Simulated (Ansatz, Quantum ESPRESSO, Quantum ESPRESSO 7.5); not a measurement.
**Ballistic transmission: vacuum gap of 3.5 Å between two Li(100) faces**

How well does the junction conduct in the ballistic limit? It is: vacuum gap of 3.5 Å between two Li(100) faces.

Program: Quantum ESPRESSO 7.5. Level of theory: plane-wave DFT, LDA, GBRV ultrasoft pseudopotentials (cross-check by Ansatz 0.2.0 with PAW datasets). Results are calculated unless marked as measured.

## Step 1: The starting structure

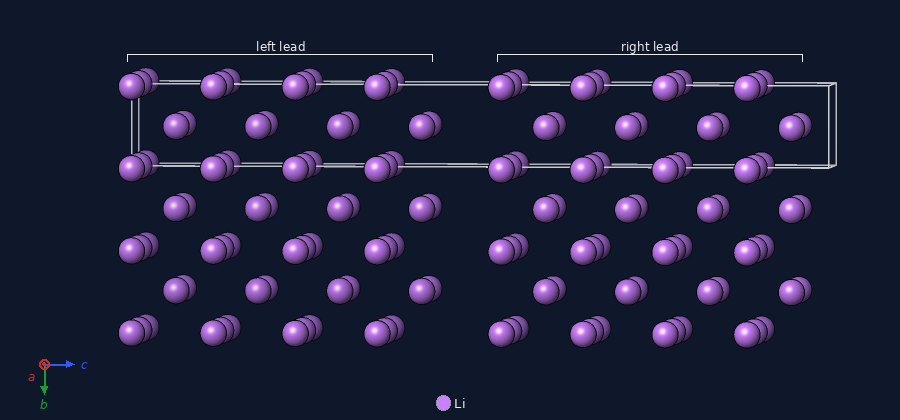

Start, viewed from the side, with the c axis across the page; lithium purple. 2×3×1 cells are drawn. Some periodic images of atoms are drawn too.

The cell holds 16 atoms: 16 Li. Its edges and angles: a = 3.440 Å, b = 3.440 Å, c = 29.300 Å, α = 90.0°, β = 90.0°, γ = 90.0°. It derives from Li. Regions: left lead, 8 atoms (8 Li); right lead, 8 atoms (8 Li). The structure is stacked along c, and the current runs across the ab planes.

## Step 2: Ground state

One periodic cell holds a stretch of lead, the junction and more lead; the atoms stay as built.

File scf.in:

```
&control
  prefix = 'scf'
  outdir = './out'
  pseudo_dir = './pseudo'
  calculation = 'scf'
  tprnfor = .true.
/
&system
  ibrav = 0
  nat = 16
  ntyp = 1
  ecutwfc = 40
  ecutrho = 200
  occupations = 'smearing'
  smearing = 'mv'
  degauss = 0.01
/
&electrons
  conv_thr = 1e-07
  mixing_beta = 0.25
  electron_maxstep = 120
  mixing_mode = 'local-TF'
/
ATOMIC_SPECIES
  Li  6.9400  li_lda_v1.4.uspp.F.UPF
CELL_PARAMETERS angstrom
  3.44000000000000 0.00000000000000 0.00000000000000
  0.00000000000000 3.44000000000000 0.00000000000000
  0.00000000000000 0.00000000000000 29.30000000000000
ATOMIC_POSITIONS crystal
  Li  0.000000000000 0.000000000000 0.000000000000
  Li  0.500000000000 0.500000000000 0.058703071672
  Li  0.000000000000 0.000000000000 0.117406143345
  Li  0.500000000000 0.500000000000 0.176109215017
  Li  0.000000000000 0.000000000000 0.234812286689
  Li  0.500000000000 0.500000000000 0.293515358362
  Li  0.000000000000 0.000000000000 0.352218430034
  Li  0.500000000000 0.500000000000 0.410921501706
  Li  0.000000000000 0.000000000000 0.530375426621
  Li  0.500000000000 0.500000000000 0.589078498294
  Li  0.000000000000 0.000000000000 0.647781569966
  Li  0.500000000000 0.500000000000 0.706484641638
  Li  0.000000000000 0.000000000000 0.765187713311
  Li  0.500000000000 0.500000000000 0.823890784983
  Li  0.000000000000 0.000000000000 0.882593856655
  Li  0.500000000000 0.500000000000 0.941296928328
K_POINTS automatic
  7 7 1 0 0 0
```

On the command line:

```bash
$ OMP_NUM_THREADS=1 mpirun -n 2 pw.x -nk 2 -in scf.in > scf.out
```

What it wrote:

```text
Program PWSCF v.7.5 starts
[citation notice left out]

     Parallel version (MPI & OpenMP), running on       2 processor cores
     Number of MPI processes:                 2
     Threads/MPI process:                     1

     MPI processes distributed on     1 nodes
[...]
Current dimensions of program PWSCF are:
     Max number of different atomic species (ntypx) = 10
     Max number of k-points (npk) =  40000
     Max angular momentum in pseudopotentials (lmaxx) =  4
     Message from routine setup:
     using ibrav=0 with symmetry is DISCOURAGED, use correct ibrav instead

     K-points division:     npool     =       2
     Subspace diagonalization in iterative solution of the eigenvalue problem:
     a serial algorithm will be used

     G-vector sticks info
     --------------------
     sticks:   dense  smooth     PW     G-vecs:    dense   smooth      PW
     Sum         673     545    161               111921    79927   12993

     Using Slab Decomposition

     bravais-lattice index     =            0
     lattice parameter (alat)  =       6.5007  a.u.
     unit-cell volume          =    2339.8128 (a.u.)^3
     number of atoms/cell      =           16
     number of atomic types    =            1
     number of electrons       =        48.00
     number of Kohn-Sham states=           29
     kinetic-energy cutoff     =      40.0000  Ry
     charge density cutoff     =     200.0000  Ry
     scf convergence threshold =      1.0E-07
     mixing beta               =       0.2500
     number of iterations used =            8  local-TF  mixing
     Exchange-correlation=  SLA  PZ   NOGX NOGC
                           (   1   1   0   0   0   0   0)

     celldm(1)=   6.500658  celldm(2)=   0.000000  celldm(3)=   0.000000
     celldm(4)=   0.000000  celldm(5)=   0.000000  celldm(6)=   0.000000

     crystal axes: (cart. coord. in units of alat)
               a(1) = (   1.000000   0.000000   0.000000 )
               a(2) = (   0.000000   1.000000   0.000000 )
               a(3) = (   0.000000   0.000000   8.517442 )

     reciprocal axes: (cart. coord. in units 2 pi/alat)
               b(1) = (  1.000000  0.000000  0.000000 )
               b(2) = (  0.000000  1.000000  0.000000 )
               b(3) = (  0.000000  0.000000  0.117406 )

     PseudoPot. # 1 for Li read from file:
     ./pseudo/li_lda_v1.4.uspp.F.UPF
     Pseudo is Ultrasoft, Zval =  3.0
     Generated by new atomic code, or converted to UPF format
     Using radial grid of  751 points,  5 beta functions with:
                l(1) =   0
                l(2) =   0
                l(3) =   0
                l(4) =   1
                l(5) =   1
     Q(r) pseudized with 10 coefficients,  rinner =    1.150   1.150   1.150

     atomic species   valence    mass     pseudopotential
     Li                3.00     6.94000     Li( 1.00)

      8 Sym. Ops. (no inversion) found

   Cartesian axes

     site n.     atom                  positions (alat units)
         1        Li     tau(   1) = (   0.0000000   0.0000000   0.0000000  )
         2        Li     tau(   2) = (   0.5000000   0.5000000   0.5000000  )
         3        Li     tau(   3) = (   0.0000000   0.0000000   1.0000000  )
         4        Li     tau(   4) = (   0.5000000   0.5000000   1.5000000  )
         5        Li     tau(   5) = (   0.0000000   0.0000000   2.0000000  )
         6        Li     tau(   6) = (   0.5000000   0.5000000   2.5000000  )
         7        Li     tau(   7) = (   0.0000000   0.0000000   3.0000000  )
         8        Li     tau(   8) = (   0.5000000   0.5000000   3.5000000  )
         9        Li     tau(   9) = (   0.0000000   0.0000000   4.5174419  )
        10        Li     tau(  10) = (   0.5000000   0.5000000   5.0174419  )
        11        Li     tau(  11) = (   0.0000000   0.0000000   5.5174419  )
        12        Li     tau(  12) = (   0.5000000   0.5000000   6.0174419  )
        13        Li     tau(  13) = (   0.0000000   0.0000000   6.5174419  )
        14        Li     tau(  14) = (   0.5000000   0.5000000   7.0174419  )
        15        Li     tau(  15) = (   0.0000000   0.0000000   7.5174419  )
        16        Li     tau(  16) = (   0.5000000   0.5000000   8.0174419  )

     number of k points=    10  Marzari-Vanderbilt smearing, width (Ry)=  0.0100
                       cart. coord. in units 2pi/alat
        k(    1) = (   0.0000000   0.0000000   0.0000000), wk =   0.0408163
        k(    2) = (   0.0000000   0.1428571   0.0000000), wk =   0.1632653
        k(    3) = (   0.0000000   0.2857143   0.0000000), wk =   0.1632653
        k(    4) = (   0.0000000   0.4285714   0.0000000), wk =   0.1632653
        k(    5) = (   0.1428571   0.1428571   0.0000000), wk =   0.1632653
        k(    6) = (   0.1428571   0.2857143   0.0000000), wk =   0.3265306
        k(    7) = (   0.1428571   0.4285714   0.0000000), wk =   0.3265306
        k(    8) = (   0.2857143   0.2857143   0.0000000), wk =   0.1632653
        k(    9) = (   0.2857143   0.4285714   0.0000000), wk =   0.3265306
        k(   10) = (   0.4285714   0.4285714   0.0000000), wk =   0.1632653

     Dense  grid:   111921 G-vectors     FFT dimensions: (  30,  30, 250)

     Smooth grid:    79927 G-vectors     FFT dimensions: (  27,  27, 225)

     Estimated max dynamical RAM per process >     195.28 MB

     Estimated total dynamical RAM >     363.24 MB

     Initial potential from superposition of free atoms

     starting charge      40.7879, renormalised to      48.0000
     Starting wfcs are   80 randomized atomic wfcs

     total cpu time spent up to now is        4.7 secs

     per-process dynamical memory:   116.6 Mb

     Self-consistent Calculation

     iteration #  1     ecut=    40.00 Ry     beta= 0.25
     Davidson diagonalization with overlap
     ethr =  1.00E-02,  avg # of iterations =  1.8

     total cpu time spent up to now is        9.3 secs

     total energy              =    -229.89120792 Ry
     estimated scf accuracy    <       2.89723247 Ry

     iteration #  2     ecut=    40.00 Ry     beta= 0.25
[...]
total energy              =    -228.61102313 Ry
     estimated scf accuracy    <       1.95847922 Ry

     iteration #  3     ecut=    40.00 Ry     beta= 0.25
[...]
total energy              =    -228.62654935 Ry
     estimated scf accuracy    <       0.12952159 Ry

     iteration #  4     ecut=    40.00 Ry     beta= 0.25
[...]
total energy              =    -228.67272270 Ry
     estimated scf accuracy    <       0.06539500 Ry

     iteration #  5     ecut=    40.00 Ry     beta= 0.25
[...]
total energy              =    -228.67580281 Ry
     estimated scf accuracy    <       0.00574022 Ry

     iteration #  6     ecut=    40.00 Ry     beta= 0.25
[...]
total energy              =    -228.67932958 Ry
     estimated scf accuracy    <       0.03596883 Ry

     iteration #  7     ecut=    40.00 Ry     beta= 0.25
[...]
total energy              =    -228.67533854 Ry
     estimated scf accuracy    <       0.04499925 Ry

     iteration #  8     ecut=    40.00 Ry     beta= 0.25
[...]
total energy              =    -228.67585420 Ry
     estimated scf accuracy    <       0.01444765 Ry

     iteration #  9     ecut=    40.00 Ry     beta= 0.25
[...]
total energy              =    -228.67555258 Ry
     estimated scf accuracy    <       0.01383637 Ry

     iteration # 10     ecut=    40.00 Ry     beta= 0.25
[...]
total energy              =    -228.67575921 Ry
     estimated scf accuracy    <       0.00238956 Ry

     iteration # 11     ecut=    40.00 Ry     beta= 0.25
[...]
total energy              =    -228.67583959 Ry
     estimated scf accuracy    <       0.00211584 Ry

     iteration # 12     ecut=    40.00 Ry     beta= 0.25
[...]
total energy              =    -228.67584054 Ry
     estimated scf accuracy    <       0.00383137 Ry

     iteration # 13     ecut=    40.00 Ry     beta= 0.25
[...]
total energy              =    -228.67579364 Ry
     estimated scf accuracy    <       0.00316015 Ry

     iteration # 14     ecut=    40.00 Ry     beta= 0.25
[...]
total energy              =    -228.67579902 Ry
     estimated scf accuracy    <       0.00075235 Ry

[...]
iteration # 24     ecut=    40.00 Ry     beta= 0.25
[...]
total energy              =    -228.67580781 Ry
     estimated scf accuracy    <       0.00006991 Ry

     iteration # 25     ecut=    40.00 Ry     beta= 0.25
[...]
total energy              =    -228.67580787 Ry
     estimated scf accuracy    <       0.00007284 Ry

     iteration # 26     ecut=    40.00 Ry     beta= 0.25
[...]
total energy              =    -228.67580520 Ry
     estimated scf accuracy    <       0.00007461 Ry

     iteration # 27     ecut=    40.00 Ry     beta= 0.25
[...]
total energy              =    -228.67580569 Ry
     estimated scf accuracy    <       0.00000687 Ry

     iteration # 28     ecut=    40.00 Ry     beta= 0.25
[...]
total energy              =    -228.67580595 Ry
     estimated scf accuracy    <       0.00000137 Ry

     iteration # 29     ecut=    40.00 Ry     beta= 0.25
[...]
total energy              =    -228.67580584 Ry
     estimated scf accuracy    <       0.00000518 Ry

     iteration # 30     ecut=    40.00 Ry     beta= 0.25
[...]
total energy              =    -228.67580591 Ry
     estimated scf accuracy    <       0.00000233 Ry

     iteration # 31     ecut=    40.00 Ry     beta= 0.25
[...]
End of self-consistent calculation

          k = 0.0000 0.0000 0.0000 ( 10087 PWs)   bands (ev):

   -45.6541 -45.6540 -45.0505 -45.0505 -45.0264 -45.0245 -45.0032 -45.0009
   -44.9984 -44.9872 -44.9867 -44.9844 -44.9808 -44.9807 -44.9612 -44.9612
    -2.8597  -2.7494  -2.6368  -2.3607  -2.1737  -1.6717  -1.4745  -0.6807
    -0.5748   0.5669   0.6081   2.0222   2.1788

          k = 0.0000 0.1429 0.0000 ( 10063 PWs)   bands (ev):

   -45.6538 -45.6536 -45.0500 -45.0499 -45.0250 -45.0234 -45.0020 -44.9998
   -44.9979 -44.9869 -44.9863 -44.9852 -44.9810 -44.9809 -44.9620 -44.9620
    -2.6696  -2.5596  -2.4458  -2.1721  -1.9819  -1.4863  -1.2827  -0.5035
    -0.3873   0.7381   0.7653   2.1507   2.2801

          k = 0.0000 0.2857 0.0000 ( 10005 PWs)   bands (ev):

   -45.6530 -45.6529 -45.0488 -45.0488 -45.0214 -45.0206 -44.9990 -44.9970
   -44.9965 -44.9883 -44.9862 -44.9862 -44.9807 -44.9806 -44.9641 -44.9640
    -2.0949  -1.9864  -1.8700  -1.6048  -1.4079  -0.9361  -0.7183  -0.0007
     0.1385   1.1241   1.1277   1.9939   2.0583

          k = 0.0000 0.4286 0.0000 (  9989 PWs)   bands (ev):

   -45.6524 -45.6524 -45.0479 -45.0479 -45.0184 -45.0182 -44.9959 -44.9941
   -44.9940 -44.9920 -44.9875 -44.9875 -44.9794 -44.9793 -44.9662 -44.9662
    -1.1234  -1.0196  -0.9028  -0.6593  -0.4609  -0.0587   0.1597   0.2605
     0.3511   0.4599   0.6342   0.6539   0.7690

          k = 0.1429 0.1429 0.0000 ( 10049 PWs)   bands (ev):

   -45.6535 -45.6533 -45.0495 -45.0495 -45.0237 -45.0223 -45.0009 -44.9988
   -44.9975 -44.9869 -44.9861 -44.9857 -44.9809 -44.9809 -44.9626 -44.9626
    -2.4797  -2.3699  -2.2546  -1.9826  -1.7891  -1.2984  -1.0882  -0.3206
    -0.1941   0.9221   0.9366   2.3170   2.4297

          k = 0.1429 0.2857 0.0000 ( 10013 PWs)   bands (ev):

   -45.6527 -45.6526 -45.0485 -45.0484 -45.0206 -45.0199 -44.9983 -44.9962
   -44.9960 -44.9887 -44.9862 -44.9862 -44.9803 -44.9803 -44.9643 -44.9642
    -1.9067  -1.7978  -1.6792  -1.4136  -1.2125  -0.7410  -0.5158   0.2006
     0.3505   1.3429   1.3566   2.1740   2.2175

[...]
the Fermi energy is     0.6581 ev

!    total energy              =    -228.67580593 Ry
     estimated scf accuracy    <       0.00000008 Ry
     smearing contrib. (-TS)   =      -0.00003519 Ry
     internal energy E=F+TS    =    -228.67577075 Ry

     The total energy is F=E-TS. E is the sum of the following terms:
     one-electron contribution =    -179.75404337 Ry
     hartree contribution      =      69.69955382 Ry
     xc contribution           =     -50.70557623 Ry
     ewald contribution        =     -67.91570496 Ry

     convergence has been achieved in  31 iterations

     Forces acting on atoms (cartesian axes, Ry/au):

     atom    1 type  1   force =     0.00000000    0.00000000   -0.00042626
     atom    2 type  1   force =     0.00000000    0.00000000    0.00006250
     atom    3 type  1   force =     0.00000000    0.00000000    0.00054588
     atom    4 type  1   force =     0.00000000    0.00000000    0.00017984
     atom    5 type  1   force =     0.00000000    0.00000000   -0.00031162
     atom    6 type  1   force =     0.00000000    0.00000000    0.00076734
     atom    7 type  1   force =     0.00000000    0.00000000   -0.00539524
     atom    8 type  1   force =     0.00000000    0.00000000    0.01052105
     atom    9 type  1   force =     0.00000000    0.00000000   -0.01051259
     atom   10 type  1   force =     0.00000000    0.00000000    0.00539492
     atom   11 type  1   force =     0.00000000    0.00000000   -0.00077307
     atom   12 type  1   force =     0.00000000    0.00000000    0.00032485
     atom   13 type  1   force =     0.00000000    0.00000000   -0.00018936
     atom   14 type  1   force =     0.00000000    0.00000000   -0.00055586
     atom   15 type  1   force =     0.00000000    0.00000000   -0.00005269
     atom   16 type  1   force =     0.00000000    0.00000000    0.00042030

     Total force =     0.016788     Total SCF correction =     0.000361

[...]
=------------------------------------------------------------------------------=
   JOB DONE.
=------------------------------------------------------------------------------=
```

The job ended after 2.4 min (2 MPI ranks of Arm Neoverse N1, shared host; peak memory 0.39 GiB).

Numbers from this step:

| Item | Value |
| --- | --- |
| free energy | -3111.2928 eV |
| Fermi energy | 0.6581 eV |

The program's own clock; routines nest. Time by routine:

| routine | wall time (s) | calls |
| --- | --- | --- |
| PWSCF | 145.3 | 1 |
| electrons | 139.6 | 1 |
| c_bands | 106.4 | 31 |
| cegterg | 97.28 | 155 |
| h_psi | 79.76 | 423 |
| fftw | 70.42 | 24089 |
| vloc_psi | 61.52 | 423 |
| sum_band | 22.83 | 31 |
| calbec | 13.65 | 598 |
| h_psi:calbec | 9.04 | 423 |
| add_vuspsi | 9.03 | 423 |
| s_psi | 9.01 | 423 |
| mix_rho | 6.71 | 31 |
| init_run | 4.66 | 1 |

The run needed 31 iterations to bring the estimated error under 1e-07 Ry; the largest force on any atom, held or free, is 0.27 eV/Å.

(Part 1 of 3 ends here.)

[Logs are printed without paths, hosts, clocks, repeated set-up lines and the standing remarks that a program may print on its own settings, such as how far it seeks lower states.]

[Hosts, paths, dates, database ids (printed as entryN), source tags and the programs' standing remarks are cut or masked in the printed files.]

[Maps of the electrostatic potential energy from Ansatz leave out the sawtooth potential of an applied field or a dipole correction, so their vacuum need not be flat; planar profiles and work functions include it.]
